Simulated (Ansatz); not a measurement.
Consider ZnSe in the zinc blende structure (space group F-43m, No. 216; a = 5.733 Å).

One thing is altered: a hydrostatic pressure of 30 GPa.

Level of theory: plane-wave PAW DFT at the PBE level (Ansatz, a quantum-chemistry and plane-wave program, 420 eV), without spin-orbit coupling.

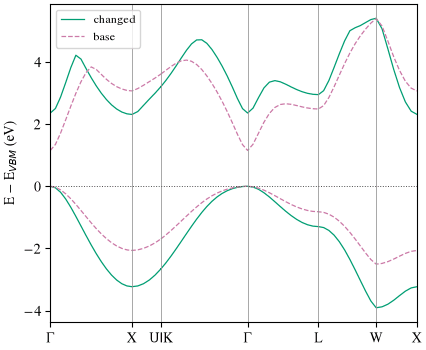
Figure: Highest valence and lowest conduction band along the path, each from its own valence-band maximum

The gap is 2.31 eV, indirect, Γ → X; the base has 1.15 eV.

Load acts through the strain it causes; cell and atoms are relaxed under it. Stability against distortions was not tested. Measured, ZnSe leaves this structure (for rock salt) near 13 GPa (temperature not stated; as listed in M. Köfferlein et al., Hyperfine Interactions (1994)).
